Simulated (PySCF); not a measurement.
# CH₇N₃Si₂: NMR shifts at several levels of theory, part 2 of 2

PySCF 2.14.0. Atoms count from 0. The steps go on from the part before.

## (8) NMR shieldings: wB97X-D/pcSseg-1

The job: settings as JSON, then the geometry in Å.

```
{"job": {"kind": "nmr", "xc": "wB97X-D", "basis": "pcSseg-1", "pop": false}, "charge": 0, "multiplicity": 1}
N     -1.854668     1.443749     2.126957
C     -1.539947     0.629691     1.360662
Si    -0.881433    -0.617749     0.108470
N     -1.543378    -0.440860    -1.469820
Si     1.415190    -0.145805     0.134526
N      1.745724     0.380872     1.745731
H     -1.288549    -1.938358     0.662307
H     -1.234259     0.327979    -2.054139
H     -2.514667    -0.669526    -1.651151
H      1.668041     0.832874    -0.982986
H      2.231088    -1.360363    -0.167545
H      1.105422     1.024181     2.200796
H      2.696892     0.516812     2.067831
```

With the program's defaults for keys left out, this is: GIAO wB97X-D/pcSseg-1 NMR shielding, non-relativistic, gas phase.

What it wrote:

```text
coarse grid: 11864 points
cycle   1  E = -785.3491706110  dE =  3.593e-01  |g| = 6.247e-01  |ddm| = 3.252e+00
cycle   2  E = -785.3024163292  dE =  4.675e-02  |g| = 8.275e-01  |ddm| = 9.482e-01
cycle   3  E = -785.4433932102  dE = -1.410e-01  |g| = 1.190e-01  |ddm| = 5.006e-01
cycle   4  E = -785.4458915553  dE = -2.498e-03  |g| = 5.771e-02  |ddm| = 9.396e-02
cycle   5  E = -785.4465999529  dE = -7.084e-04  |g| = 7.690e-03  |ddm| = 4.800e-02
cycle   6  E = -785.4466168201  dE = -1.687e-05  |g| = 1.743e-03  |ddm| = 1.086e-02
cycle   7  E = -785.4466179755  dE = -1.155e-06  |g| = 4.012e-04  |ddm| = 3.555e-03
final grid: 105640 points
cycle   8  E = -785.4830050897  dE = -8.187e-05  |g| = 9.130e-03  |ddm| = 2.696e-02
cycle   9  E = -785.4829988584  dE =  6.231e-06  |g| = 1.093e-02  |ddm| = 1.272e-02
cycle  10  E = -785.4830219050  dE = -2.305e-05  |g| = 1.666e-03  |ddm| = 6.312e-03
cycle  11  E = -785.4830224329  dE = -5.279e-07  |g| = 4.841e-04  |ddm| = 1.097e-03
cycle  12  E = -785.4830224980  dE = -6.516e-08  |g| = 9.921e-05  |ddm| = 6.309e-04
cycle  13  E = -785.4830225018  dE = -3.789e-09  |g| = 2.030e-05  |ddm| = 1.922e-04
cycle  14  E = -785.4830225023  dE = -4.493e-10  |g| = 6.271e-06  |ddm| = 8.638e-05
converged SCF energy = -785.4830225023

GIAO shielding tensors (ppm)
atom      isotropic    diamagn.    paramagn.     s11        s22        s33       span
  0 N      -95.442     338.508    -433.949   -291.375   -278.051    283.101    574.476
  1 C       54.723     265.922    -211.199    -64.024    -62.044    290.237    354.261
  2 Si     411.329     880.227    -468.898    369.331    386.781    477.876    108.545
  3 N      255.037     318.305     -63.267    230.624    259.728    274.760     44.136
  4 Si     410.258     880.119    -469.861    359.280    392.497    478.995    119.715
  5 N      267.790     318.694     -50.904    234.797    256.275    312.299     77.502
  6 H       26.651      28.437      -1.786     23.641     25.056     31.257      7.616
  7 H       30.878      31.885      -1.006     23.397     27.858     41.380     17.983
  8 H       30.652      28.662       1.989     23.224     26.306     42.425     19.201
  9 H       26.673      30.285      -3.613     23.170     25.137     31.711      8.541
 10 H       26.667      28.991      -2.324     23.727     24.901     31.373      7.646
 11 H       30.774      32.914      -2.139     22.132     28.346     41.844     19.712
 12 H       31.258      28.826       2.432     23.134     26.833     43.807     20.673
```

It took 27 s on 1 thread of Arm Neoverse N1, shared host; peak memory 0.89 GiB.

Key values: δ C1 129.8, N0 359.4, N3 8.9, N5 -3.8, H6 4.73, H10 4.71 ppm.

## (9) Nuclear shieldings: LC-wPBE/pcSseg-1

The job, as its differences from that of step 8:

```diff
@@ -1,2 +1,2 @@
-{"job": {"kind": "nmr", "xc": "wB97X-D", "basis": "pcSseg-1", "pop": false}, "charge": 0, "multiplicity": 1}
+{"job": {"kind": "nmr", "xc": "LC-wPBE", "basis": "pcSseg-1", "pop": false}, "charge": 0, "multiplicity": 1}
 N     -1.854668     1.443749     2.126957
```

Method: GIAO LC-wPBE/pcSseg-1 NMR shielding, non-relativistic, gas phase.

What it wrote:

```text
coarse grid: 11864 points
cycle   1  E = -785.1055339177  dE =  3.604e-01  |g| = 6.239e-01  |ddm| = 3.248e+00
cycle   2  E = -785.0942392467  dE =  1.129e-02  |g| = 7.473e-01  |ddm| = 8.538e-01
cycle   3  E = -785.2042861116  dE = -1.100e-01  |g| = 1.031e-01  |ddm| = 4.278e-01
cycle   4  E = -785.2062628501  dE = -1.977e-03  |g| = 5.578e-02  |ddm| = 9.084e-02
cycle   5  E = -785.2069251358  dE = -6.623e-04  |g| = 7.832e-03  |ddm| = 4.840e-02
cycle   6  E = -785.2069451897  dE = -2.005e-05  |g| = 1.902e-03  |ddm| = 1.285e-02
cycle   7  E = -785.2069465309  dE = -1.341e-06  |g| = 4.656e-04  |ddm| = 3.828e-03
final grid: 105640 points
cycle   8  E = -785.2476399912  dE = -3.373e-05  |g| = 7.808e-03  |ddm| = 2.217e-02
cycle   9  E = -785.2476421375  dE = -2.146e-06  |g| = 6.843e-03  |ddm| = 8.186e-03
cycle  10  E = -785.2476496244  dE = -7.487e-06  |g| = 1.011e-03  |ddm| = 3.965e-03
cycle  11  E = -785.2476497921  dE = -1.677e-07  |g| = 4.186e-04  |ddm| = 7.657e-04
cycle  12  E = -785.2476498319  dE = -3.986e-08  |g| = 1.403e-04  |ddm| = 3.661e-04
cycle  13  E = -785.2476498380  dE = -6.063e-09  |g| = 1.642e-05  |ddm| = 2.037e-04
cycle  14  E = -785.2476498383  dE = -2.924e-10  |g| = 5.488e-06  |ddm| = 6.719e-05
converged SCF energy = -785.2476498383

GIAO shielding tensors (ppm)
atom      isotropic    diamagn.    paramagn.     s11        s22        s33       span
  0 N      -92.500     338.236    -430.735   -289.041   -276.778    288.320    577.361
  1 C       53.844     266.609    -212.765    -65.647    -64.074    291.252    356.899
  2 Si     414.640     880.175    -465.535    374.574    388.316    481.031    106.457
  3 N      260.644     318.149     -57.505    236.869    264.373    280.689     43.821
  4 Si     414.744     879.978    -465.234    362.638    397.685    483.908    121.269
  5 N      273.012     318.695     -45.683    241.057    261.132    316.847     75.790
  6 H       26.646      28.390      -1.744     23.618     25.005     31.316      7.697
  7 H       30.876      31.827      -0.951     23.235     27.755     41.636     18.401
  8 H       30.658      28.681       1.977     23.091     26.199     42.684     19.593
  9 H       26.775      30.189      -3.414     23.288     25.254     31.784      8.496
 10 H       26.682      28.911      -2.229     23.707     24.874     31.466      7.759
 11 H       30.792      32.880      -2.087     22.028     28.247     42.102     20.074
 12 H       31.247      28.850       2.398     23.009     26.672     44.061     21.053
```

Run time: 37 s. Hardware: 1 thread of Arm Neoverse N1, shared host; peak memory 0.8 GiB.

Key values: δ C1 134.7, N0 360.2, N3 7.1, N5 -5.3, H6 4.68, H10 4.64 ppm.

## (10) NMR shieldings: PBE0/6-31G

The job, as its differences from that of step 9:

```diff
@@ -1,2 +1,2 @@
-{"job": {"kind": "nmr", "xc": "LC-wPBE", "basis": "pcSseg-1", "pop": false}, "charge": 0, "multiplicity": 1}
+{"job": {"kind": "nmr", "xc": "PBE0", "basis": "6-31G", "pop": true}, "charge": 0, "multiplicity": 1}
 N     -1.854668     1.443749     2.126957
```

Method: GIAO PBE0/6-31G NMR shielding, non-relativistic, gas phase.

What it wrote:

```text
coarse grid: 11864 points
cycle   1  E = -784.9182785884  dE =  5.238e-01  |g| = 6.060e-01  |ddm| = 3.493e+00
cycle   2  E = -784.7489274719  dE =  1.694e-01  |g| = 1.055e+00  |ddm| = 1.470e+00
cycle   3  E = -784.9952376785  dE = -2.463e-01  |g| = 2.227e-01  |ddm| = 9.610e-01
cycle   4  E = -785.0054794340  dE = -1.024e-02  |g| = 5.855e-02  |ddm| = 1.815e-01
cycle   5  E = -785.0062423617  dE = -7.629e-04  |g| = 9.816e-03  |ddm| = 5.853e-02
cycle   6  E = -785.0062721636  dE = -2.980e-05  |g| = 9.665e-04  |ddm| = 1.345e-02
cycle   7  E = -785.0062725165  dE = -3.529e-07  |g| = 2.287e-04  |ddm| = 2.165e-03
final grid: 105640 points
cycle   8  E = -784.9377161167  dE = -8.773e-06  |g| = 7.693e-03  |ddm| = 1.476e-02
cycle   9  E = -784.9377035743  dE =  1.254e-05  |g| = 1.087e-02  |ddm| = 1.621e-02
cycle  10  E = -784.9377292704  dE = -2.570e-05  |g| = 1.373e-03  |ddm| = 9.569e-03
cycle  11  E = -784.9377296664  dE = -3.960e-07  |g| = 5.135e-04  |ddm| = 1.300e-03
cycle  12  E = -784.9377297252  dE = -5.885e-08  |g| = 7.034e-05  |ddm| = 4.401e-04
cycle  13  E = -784.9377297266  dE = -1.357e-09  |g| = 1.220e-05  |ddm| = 9.949e-05
cycle  14  E = -784.9377297267  dE = -6.094e-11  |g| = 2.002e-06  |ddm| = 2.655e-05
converged SCF energy = -784.9377297267

GIAO shielding tensors (ppm)
atom      isotropic    diamagn.    paramagn.     s11        s22        s33       span
  0 N      -58.115     331.353    -389.467   -239.395   -227.789    292.839    532.234
  1 C       75.802     271.119    -195.317    -31.584    -30.457    289.446    321.031
  2 Si     482.472     879.759    -397.287    441.246    462.073    544.098    102.852
  3 N      269.357     323.653     -54.296    244.445    267.628    295.998     51.553
  4 Si     476.496     880.633    -404.137    430.309    457.603    541.577    111.269
  5 N      284.286     323.791     -39.505    249.103    264.474    339.282     90.179
  6 H       27.683      28.787      -1.104     23.693     25.953     33.401      9.708
  7 H       32.980      30.962       2.018     24.403     29.916     44.621     20.218
  8 H       32.656      29.447       3.208     24.291     27.777     45.899     21.608
  9 H       27.683      29.843      -2.160     23.438     25.714     33.898     10.459
 10 H       27.869      29.305      -1.435     23.988     25.837     33.782      9.794
 11 H       33.082      31.669       1.412     23.280     30.401     45.564     22.285
 12 H       33.402      29.880       3.522     24.057     28.419     47.731     23.674
```

Run time: 12 s. Hardware: 1 thread of Arm Neoverse N1, shared host; peak memory 0.49 GiB.

In short: δ C1 123.7, N0 318.8, N3 -8.7, N5 -23.6, H6 4.93, H9 4.93 ppm.

## (11) NMR shieldings: PBE0/STO-3G

The job, as its differences from that of step 10:

```diff
@@ -1,2 +1,2 @@
-{"job": {"kind": "nmr", "xc": "PBE0", "basis": "6-31G", "pop": true}, "charge": 0, "multiplicity": 1}
+{"job": {"kind": "nmr", "xc": "PBE0", "basis": "STO-3G", "pop": true}, "charge": 0, "multiplicity": 1}
 N     -1.854668     1.443749     2.126957
```

Level: GIAO PBE0/STO-3G NMR shielding, non-relativistic, gas phase.

What it wrote:

```text
coarse grid: 11864 points
cycle   1  E = -775.6482976063  dE =  3.616e-01  |g| = 6.785e-01  |ddm| = 4.560e+00
cycle   2  E = -775.4771559155  dE =  1.711e-01  |g| = 1.073e+00  |ddm| = 1.989e+00
cycle   3  E = -775.7680595397  dE = -2.909e-01  |g| = 3.040e-01  |ddm| = 1.320e+00
cycle   4  E = -775.7920035592  dE = -2.394e-02  |g| = 2.954e-02  |ddm| = 3.214e-01
cycle   5  E = -775.7922675443  dE = -2.640e-04  |g| = 3.852e-03  |ddm| = 4.532e-02
cycle   6  E = -775.7922730286  dE = -5.484e-06  |g| = 1.571e-03  |ddm| = 9.642e-03
final grid: 105640 points
cycle   7  E = -775.7571209249  dE = -7.922e-06  |g| = 4.478e-03  |ddm| = 1.465e-02
cycle   8  E = -775.7571205051  dE =  4.197e-07  |g| = 4.755e-03  |ddm| = 1.260e-02
cycle   9  E = -775.7571265243  dE = -6.019e-06  |g| = 1.650e-03  |ddm| = 6.714e-03
cycle  10  E = -775.7571272132  dE = -6.889e-07  |g| = 4.583e-05  |ddm| = 1.509e-03
cycle  11  E = -775.7571272140  dE = -8.049e-10  |g| = 2.481e-05  |ddm| = 1.341e-04
converged SCF energy = -775.7571272140

GIAO shielding tensors (ppm)
atom      isotropic    diamagn.    paramagn.     s11        s22        s33       span
  0 N       33.618     322.577    -288.959   -107.092   -104.370    312.315    419.407
  1 C      130.897     268.458    -137.561     48.921     54.595    289.174    240.253
  2 Si     561.280     869.401    -308.121    522.535    548.208    613.098     90.563
  3 N      331.482     311.842      19.640    293.161    308.149    393.137     99.976
  4 Si     568.323     869.814    -301.491    530.239    541.922    632.809    102.569
  5 N      339.190     312.123      27.067    294.333    305.525    417.711    123.378
  6 H       29.711      30.631      -0.920     25.766     27.138     36.229     10.463
  7 H       33.775      31.458       2.318     23.991     31.651     45.683     21.692
  8 H       33.606      29.787       3.819     24.100     29.522     47.196     23.097
  9 H       30.151      32.525      -2.374     25.917     28.106     36.430     10.513
 10 H       30.135      30.983      -0.848     26.021     27.331     37.051     11.030
 11 H       33.856      31.984       1.872     23.110     31.971     46.488     23.378
 12 H       34.304      30.012       4.292     24.090     30.091     48.731     24.641
```

It took 5.8 s on 1 thread of Arm Neoverse N1, shared host; peak memory 0.41 GiB.

This run: δ C1 103.8, N0 261.1, N3 -36.8, N5 -44.5, H6 2.89, H10 2.47 ppm.

## (12) Comparing the runs: NMR shifts

Shifts (ppm) of some atoms, chosen among heavy atoms and hydrogens apart, with basis size and wall time:

```
               run     C1    H9   H10     N0     N3     N5    Si4  functions   time
     PBE0/pcSseg-1  129.1  4.85  4.80  361.8   10.1   -2.5  -57.5        151   20 s
 mPW1PW91/pcSseg-1  128.8  4.80  4.75  361.1    9.6   -2.7  -56.7        151   20 s
     WP04/pcSseg-1  125.4  4.16  4.00  342.7    6.8   -3.7  -54.5        151   20 s
    B97-2/pcSseg-1  125.9  4.76  4.68  351.0    8.8   -3.0  -56.7        151   20 s
BHandHLYP/pcSseg-1  132.3  4.50  4.51  369.2    9.0   -3.1  -57.0        151   20 s
CAM-B3LYP/pcSseg-1  131.0  4.65  4.66  365.7   11.8   -0.9  -59.1        151   28 s
  wB97X-D/pcSseg-1  129.8  4.71  4.71  359.4    8.9   -3.8  -57.3        151   27 s
  LC-wPBE/pcSseg-1  134.7  4.55  4.64  360.2    7.1   -5.3  -56.2        151   37 s
        PBE0/6-31G  123.7  4.93  4.74  318.8   -8.7  -23.6  -31.8         76   12 s
       PBE0/STO-3G  103.8  2.45  2.47  261.1  -36.8  -44.5  -50.7         45  5.8 s
```

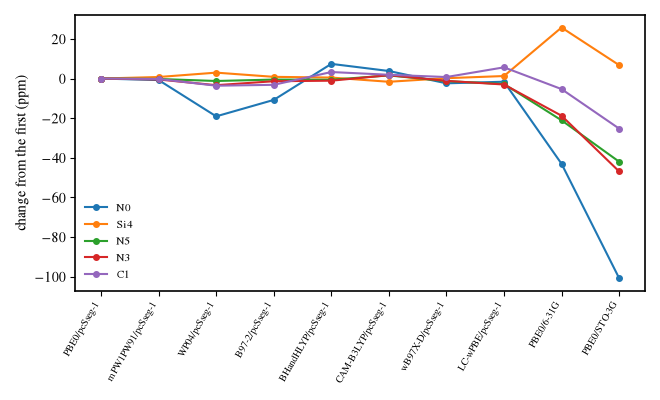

How five of the tabulated atoms move from run to run.

## (13) Outcome

The summary covers parts 1 to 2.

```
                                                              quantity                                             value
                                13C shifts against TMS (PBE0/pcSseg-1)                                         129.1 ppm
1H shifts against TMS (PBE0/pcSseg-1, means over atoms taken as alike)                  4.85, 4.82, 4.80, 0.58, 0.32 ppm
                                15N shifts against NH3 (PBE0/pcSseg-1)                             361.8, 10.1, -2.5 ppm
                               29Si shifts against TMS (PBE0/pcSseg-1)                                  -57.5, -60.2 ppm
                        range of the shift of N0 (minimal bases aside)                                318.8 to 369.2 ppm
                                         property runs in this session  10, of which 0 failed and 1 gave unsound results
```

**Reading.** Single values in the summary come from the first sound run of each kind (PBE0/pcSseg-1), which need not be the best level. At PBE0/pcSseg-1: Shielding is most anisotropic at N0 (span 571 ppm, paramagnetic term -434 ppm). Leaving out the minimal-basis runs, which are unusable for shieldings: Across the 9 runs the shift of N0 moves most, between 318.8 (PBE0/6-31G) and 369.2 ppm (BHandHLYP/pcSseg-1).
